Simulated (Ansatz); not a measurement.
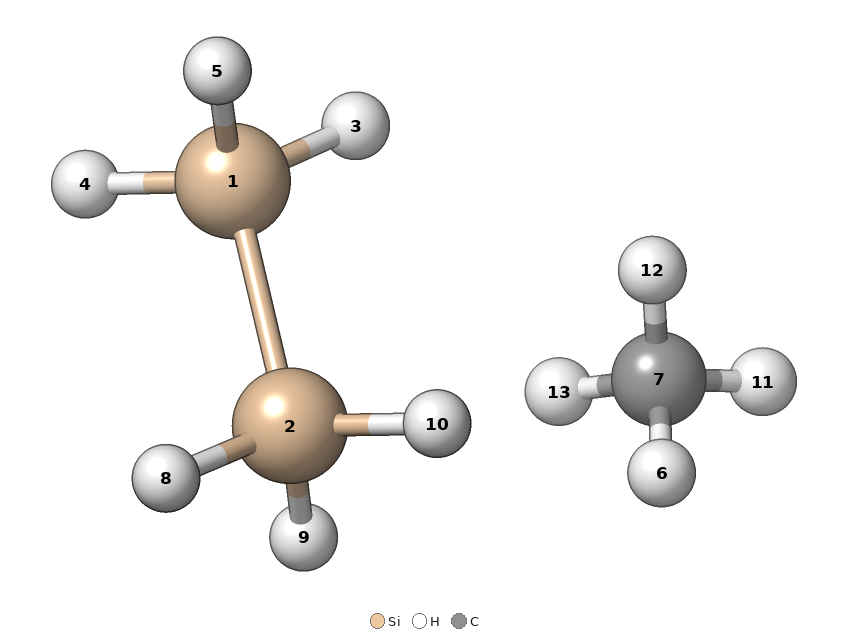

Numbered structure. Computed geometry: PBE0-D4/def2-TZVP optimisation. No frequency run is at hand to confirm it as a minimum.

### What is the geometry at C7?

C7 has 4 neighbours (H6 at 1.09, H11 at 1.09, H12 at 1.09, H13 at 1.09 Å); the arrangement is tetrahedral.

### Describe the coordination of atom 2.

Si2 has 4 neighbours (Si1 at 2.34, H8 at 1.49, H9 at 1.49, H10 at 1.49 Å); the arrangement is tetrahedral.

### How are the neighbours of atom 1 arranged?

Si1 has 4 neighbours (Si2 at 2.34, H3 at 1.49, H4 at 1.49, H5 at 1.49 Å); the arrangement is tetrahedral.
